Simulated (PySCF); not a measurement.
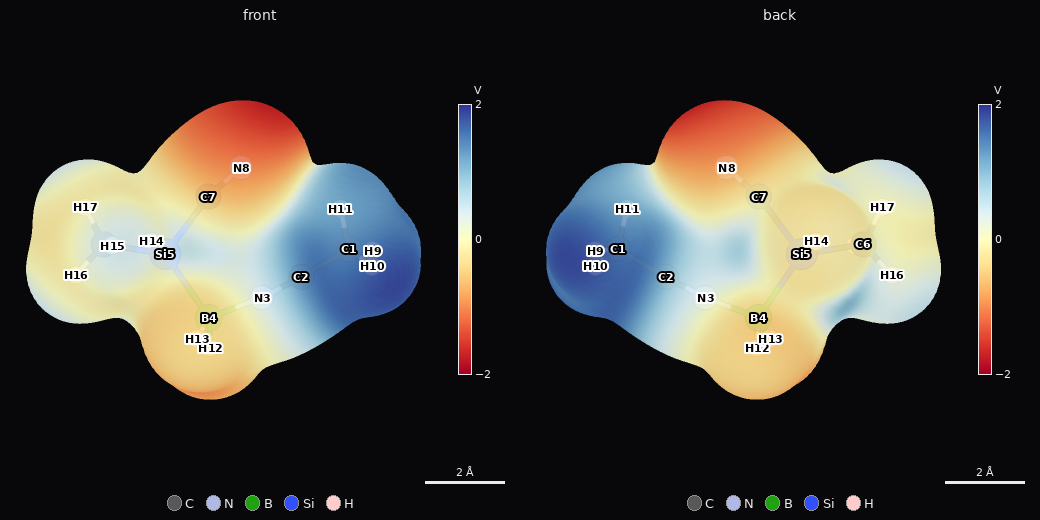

Figure. C₄H₉BN₂Si. The molecular electrostatic potential painted on the density surface at 0.002 e/bohr³, seen from the front and from behind; the colour scale runs from red (negative) to blue (positive).

Geometry: GFN2-xTB.

Level of theory: PySCF 2.14.0, PBE0/pcSseg-1, SCF density, gas phase, non-relativistic.

The calculation's input:

```
{"job": {"kind": "nmr", "xc": "PBE0", "basis": "pcSseg-1"}, "charge": 0, "multiplicity": 1}
C      3.079675     1.126911     0.209962
C      2.080112     0.107013     0.198466
N      1.244569    -0.686467     0.167079
B      0.075507    -1.557628     0.081874
Si    -1.304216    -0.468914    -0.886527
C     -3.023384    -0.319397    -0.071164
C     -0.630236     1.288892    -0.915043
N     -0.029961     2.267192    -0.847329
H      3.779925     0.963871    -0.609053
H      3.622766     1.117802     1.155218
H      2.591843     2.093708     0.076645
H      0.407390    -2.529688    -0.523798
H     -0.240343    -1.814437     1.203478
H     -1.528823    -0.691346    -2.335520
H     -2.947469     0.033312     0.953897
H     -3.516733    -1.287077    -0.048839
H     -3.667619     0.368285    -0.610915
```

Run with:

```sh
OMP_NUM_THREADS=1 python probes_run.py task.json out
```

Question: Describe the electrostatic potential map.

Answer: The most negative region (about −1.7 V, or −39 kcal/mol for a unit charge) lies over N8, the most positive (about +1.9 V, or +44 kcal/mol for a unit charge) over H9 and H10. N8 is the likeliest acceptor of a hydrogen bond.
